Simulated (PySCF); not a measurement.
**Si2H4Cl2O (SMILES Cl[SiH2]O[SiH2]Cl): levels of theory compared**

Wanted: a comparison of 5 runs (HF/STO-3G, HF/3-21G, HF/def2-SVP, PBE0/def2-SVP, SVWN5/6-311G**) of Si2H4Cl2O. Input form: a Python script.

The calculation is run with PySCF 2.14.0.

## (1) The molecule

Si2H4Cl2O: 9 atoms, total charge 0, spin state singlet. SMILES: `Cl[SiH2]O[SiH2]Cl`. The shape is that of a PBE0-D4/def2-TZVP optimisation. This is one conformer, not always the lowest.

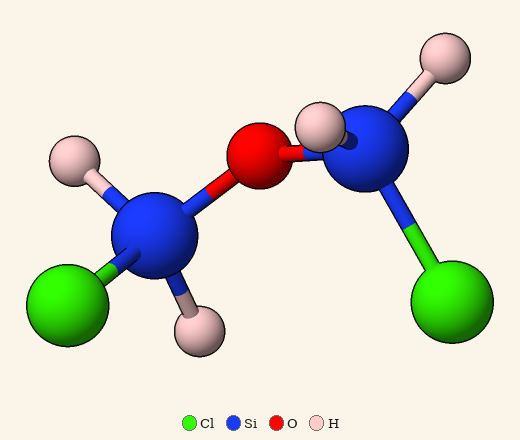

Viewed from a chosen angle; chlorine green, silicon blue, oxygen red, hydrogen pink.

## (2) Energy and forces at HF/STO-3G (run 1)

The input, calc.py:

```python
from pyscf import gto, scf

molecule = gto.M(
    atom='''
Cl    -1.749600     1.875000     0.527500
Si    -0.055000     0.956000     1.221400
O      0.171300    -0.451700     0.434800
Si     0.147900    -1.169200    -1.026700
Cl     1.077500     0.029400    -2.404200
H      1.081800     1.866900     0.979500
H     -0.246000     0.652600     2.652400
H      0.904400    -2.431700    -0.926500
H     -1.243900    -1.373800    -1.475300
''',
    basis='sto-3g',
    verbose=3,
    max_memory=1860,
    spin=0,
)

hf = scf.RHF(molecule)
hf.conv_tol = 1e-10
hf.kernel()
if not hf.converged:
    hf = hf.newton().run(hf.mo_coeff, hf.mo_occ)

e_tot = hf.e_tot
print(f'total energy: {e_tot:.8f} hartree')
grad = hf.nuc_grad_method().kernel()
hf.analyze()
```

Launch:

```
$ OMP_NUM_THREADS=1 python calc.py
```

Standard output:

```text
converged SCF energy = -1556.7062889462
total energy: -1556.70628895 hartree
--------------- RHF gradients ---------------
         x                y                z
0 Cl     0.0179440374    -0.0096836361     0.0068753114
1 Si    -0.0388397284     0.0088983829    -0.0186406272
2 O    -0.0002066358     0.0005648974    -0.0006101616
3 Si     0.0245025823     0.0305120253    -0.0198540224
4 Cl    -0.0099878474    -0.0122113130     0.0145279613
5 H     0.0220569312     0.0151071886    -0.0058004046
6 H    -0.0032817462    -0.0070249058     0.0264365873
7 H     0.0142477327    -0.0233426965     0.0032636122
8 H    -0.0264353259    -0.0028199429    -0.0061982565
----------------------------------------------
**** MO energy ****
MO #1   energy= -103.633935810682  occ= 2
MO #2   energy= -103.633876990791  occ= 2
MO #3   energy= -68.1050685259995  occ= 2
MO #4   energy= -68.1050383702098  occ= 2
MO #5   energy= -20.1743875974244  occ= 2
MO #6   energy= -10.3283841065608  occ= 2
MO #7   energy= -10.3283269224479  occ= 2
MO #8   energy= -7.77203304107505  occ= 2
MO #9   energy= -7.77197623229635  occ= 2
MO #10  energy= -7.76681161740243  occ= 2
MO #11  energy= -7.7667548696284   occ= 2
MO #12  energy= -7.76665547962608  occ= 2
MO #13  energy= -7.76659959128698  occ= 2
MO #14  energy= -6.07735655176167  occ= 2
MO #15  energy= -6.07689780697045  occ= 2
MO #16  energy= -4.10346528194889  occ= 2
MO #17  energy= -4.10344792493797  occ= 2
MO #18  energy= -4.10295895670087  occ= 2
MO #19  energy= -4.1017684067485   occ= 2
MO #20  energy= -4.10158987709953  occ= 2
MO #21  energy= -4.10157278385286  occ= 2
MO #22  energy= -1.2663424227206   occ= 2
MO #23  energy= -1.01409203244602  occ= 2
MO #24  energy= -1.00986694194434  occ= 2
MO #25  energy= -0.739127295446628 occ= 2
MO #26  energy= -0.65054492279162  occ= 2
MO #27  energy= -0.541429106388363 occ= 2
MO #28  energy= -0.533749181915703 occ= 2
MO #29  energy= -0.511429644739487 occ= 2
MO #30  energy= -0.46902016972832  occ= 2
MO #31  energy= -0.466255756050468 occ= 2
MO #32  energy= -0.402519591987687 occ= 2
MO #33  energy= -0.389272923923327 occ= 2
MO #34  energy= -0.387200499635582 occ= 2
MO #35  energy= -0.386380779410881 occ= 2
MO #36  energy= -0.363398054248907 occ= 2
MO #37  energy= -0.362412604257291 occ= 2
MO #38  energy= 0.349797086081025  occ= 0
MO #39  energy= 0.354426783176667  occ= 0
MO #40  energy= 0.390880607304383  occ= 0
MO #41  energy= 0.483094549345426  occ= 0
MO #42  energy= 0.484903305430306  occ= 0
MO #43  energy= 0.539123973571381  occ= 0
MO #44  energy= 0.5510831864088    occ= 0
MO #45  energy= 0.657572993036834  occ= 0
 ** Mulliken atomic charges  **
charge of    0Cl =     -0.34380
charge of    1Si =      0.83962
charge of    2O =     -0.48806
charge of    3Si =      0.83965
charge of    4Cl =     -0.34386
charge of    5H =     -0.12695
charge of    6H =     -0.12482
charge of    7H =     -0.12482
charge of    8H =     -0.12696
Dipole moment(X, Y, Z, Debye):  0.91293, -2.52889,  2.47491
```

Run time: 3.3 s. Hardware: 1 thread of Intel Xeon at 2.70GHz, shared host; peak memory 0.12 GiB.

## (3) Energy and gradient at HF/3-21G (run 2)

The input, geometry.xyz:

```xyz
9

Cl    -1.749600     1.875000     0.527500
Si    -0.055000     0.956000     1.221400
O      0.171300    -0.451700     0.434800
Si     0.147900    -1.169200    -1.026700
Cl     1.077500     0.029400    -2.404200
H      1.081800     1.866900     0.979500
H     -0.246000     0.652600     2.652400
H      0.904400    -2.431700    -0.926500
H     -1.243900    -1.373800    -1.475300
```

The input, job.py:

```python
# Cl[SiH2]O[SiH2]Cl
import pyscf.grad
from pyscf import gto, scf

system = gto.M(
    atom='geometry.xyz',
    spin=0,
    verbose=4,
    max_memory=1860,
    charge=0,
    basis='3-21g',
)

calc0 = scf.RHF(system)
calc0.conv_tol = 1e-10
calc0.kernel()
if not calc0.converged:
    calc0 = calc0.newton().run(calc0.mo_coeff, calc0.mo_occ)

energy = calc0.e_tot
print(f'total energy: {energy:.8f} hartree')
grad = calc0.Gradients().kernel()
calc0.analyze()
```

Launch:

```
$ OMP_NUM_THREADS=1 python job.py
```

Standard output:

```text
PySCF version 2.14.0

[... 79 lines left out ...]
Two-electron Coulomb Energy =         1136.018409409394280
[... 11 lines left out ...]
MO #9   energy= -7.96854628796687  occ= 2
[... 9 lines left out ...]
MO #19  energy= -4.30505423448397  occ= 2
[... 9 lines left out ...]
MO #29  energy= -0.619081683620748 occ= 2
[... 9 lines left out ...]
MO #39  energy= 0.143834105724482  occ= 0
[... 9 lines left out ...]
MO #49  energy= 0.435918127408633  occ= 0
[... 9 lines left out ...]
MO #59  energy= 0.881119770235614  occ= 0
[... 9 lines left out ...]
MO #69  energy= 3.13106031232885   occ= 0
[... 81 lines left out ...]
Dipole moment(X, Y, Z, Debye):  0.74834, -2.07433,  2.03036
```

Run time: 3.3 s. Hardware: 1 thread of Intel Xeon at 2.70GHz, shared host; peak memory 0.14 GiB.

Runs 3 to 4 aren't shown in full; the table further down has their settings and results.

## (4) Energy and gradient at SVWN5/6-311G(d,p) (run 5)

The input, calc.py:

```python
from pyscf import gto, dft

mol = gto.M(
    atom='''
Cl      -1.749600       1.875000       0.527500
Si      -0.055000       0.956000       1.221400
O        0.171300      -0.451700       0.434800
Si       0.147900      -1.169200      -1.026700
Cl       1.077500       0.029400      -2.404200
H        1.081800       1.866900       0.979500
H       -0.246000       0.652600       2.652400
H        0.904400      -2.431700      -0.926500
H       -1.243900      -1.373800      -1.475300
''',
    max_memory=1860,
    basis='6-311g**',
    verbose=4,
)

ks = dft.RKS(mol, xc='svwn')
ks.grids.level = 5
ks.conv_tol = 1e-10
ks.kernel()
if not ks.converged:
    ks = ks.newton().run(ks.mo_coeff, ks.mo_occ)

energy = ks.e_tot
print('Final energy', energy)
grad = ks.nuc_grad_method().kernel()
ks.analyze()
```

Launch:

```
$ OMP_NUM_THREADS=1 python calc.py
```

Standard output:

```text
PySCF version 2.14.0

[... 103 lines left out ...]
MO #2   energy= -100.357047425059  occ= 2
[... 17 lines left out ...]
MO #20  energy= -3.51866864530759  occ= 2
[... 17 lines left out ...]
MO #38  energy= -0.04034486343547  occ= 0
[... 17 lines left out ...]
MO #56  energy= 0.261567020978182  occ= 0
[... 17 lines left out ...]
MO #74  energy= 0.768957550473984  occ= 0
[... 17 lines left out ...]
MO #92  energy= 1.20668313855638   occ= 0
[... 17 lines left out ...]
MO #110 energy= 2.05524536669246   occ= 0
[... 17 lines left out ...]
MO #128 energy= 9.39256218745091   occ= 0
[... 17 lines left out ...]
MO #146 energy= 215.252798966677   occ= 0
[... 158 lines left out ...]
Dipole moment(X, Y, Z, Debye):  0.43903, -1.21758,  1.19228
```

Wall time 38 s (1 thread of Intel Xeon at 2.70GHz, shared host); peak memory 1 GiB.

## (5) All runs side by side

| run | level | integration grid | energy (Eh) | dipole moment (D) | HOMO energy (eV) | LUMO energy (eV) | wall time |
| --- | --- | --- | --- | --- | --- | --- | --- |
| 1 | HF/STO-3G | – | -1556.706289 | 3.65 | -9.86 | 9.52 | 3.3 s |
| 2 | HF/3-21G | – | -1566.329254 | 3.00 | -12.45 | 3.81 | 3.3 s |
| 3 | HF/def2-SVP | – | -1573.723259 | 1.58 | -12.25 | 4.10 | 14 s |
| 4 | PBE0/def2-SVP | 5 | -1576.032327 | 1.38 | -8.86 | 0.52 | 43 s |
| 5 | SVWN5/6-311G** | 5 | -1571.427864 | 1.76 | -7.76 | -1.10 | 38 s |

## (6) Summary of results

| quantity | value |
| --- | --- |
| run 5: total energy | -1571.42786 Eh |
| run 5: dipole moment | 1.76 D |
| run 5: HOMO energy | -7.76 eV |
| run 5: LUMO energy | -1.10 eV |
| run 5: HOMO–LUMO gap | 6.66 eV |
| run 5: largest force on an atom | 0.260 eV/Å |

**Reading.** The dipole moment (its size) runs from 1.38 D (PBE0/def2-SVP) to 3.65 D (HF/STO-3G). The two ends differ in method and basis. The HOMO–LUMO gap runs from 6.66 eV (SVWN5/6-311G**) to 19.38 eV (HF/STO-3G). Totals of different functionals can't be ranked against each other. In run 1 the basis is minimal, so the values are rough. All runs together took 1.7 min, the longest 43 s.
